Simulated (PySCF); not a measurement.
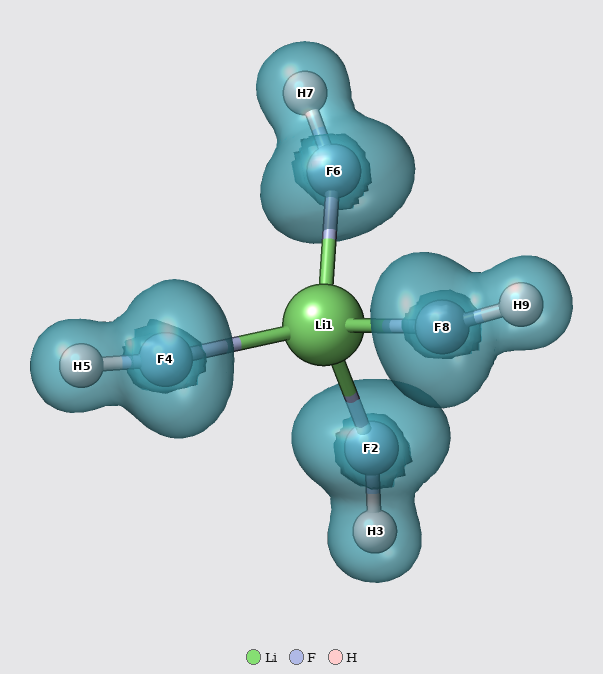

The picture shows: F4H4Li (charge +1). Isosurface of the electron localisation function at 0.75 (cyan), seen across its widest extent. Only the valence region is drawn (cores and ρ < 0.01 e/Å³ removed).

Geometry: PBE0-D3(BJ)/def2-SVPD.

Theory: wB97M-D3(BJ)/def2-TZVPD, SCF density, gas phase in PySCF 2.14.0.

```xyz
9

Li    0.4832   -0.1791    1.0124
F    -0.9088   -1.4724    0.9566
H    -1.1961   -2.3436    1.0833
F     1.6194   -0.4063    2.5144
H     2.0305   -0.3861    3.3439
F    -0.4144    1.4908    0.9264
H    -0.5771    2.3653    1.1850
F     1.5681   -0.4111   -0.5276
H     1.6730   -0.2811   -1.4389
```

Q: Where are the electrons localised?

A: The surface consists of four joined regions spread over several atoms (F, H), in which their bonds and any lone pairs are merged. Along the contacts the grid gives the following. Li–F (1.90 Å): the ELF peaks at about 0.80 in the valence shell of F, 0.5 Å from its nucleus, and is about 0.35 at the midpoint; an ionic contact with no shared pair. F–H (0.93 Å): the ELF climbs to about 1 towards the hydrogen, as it does in any bond to H: a covalent bond by its length.
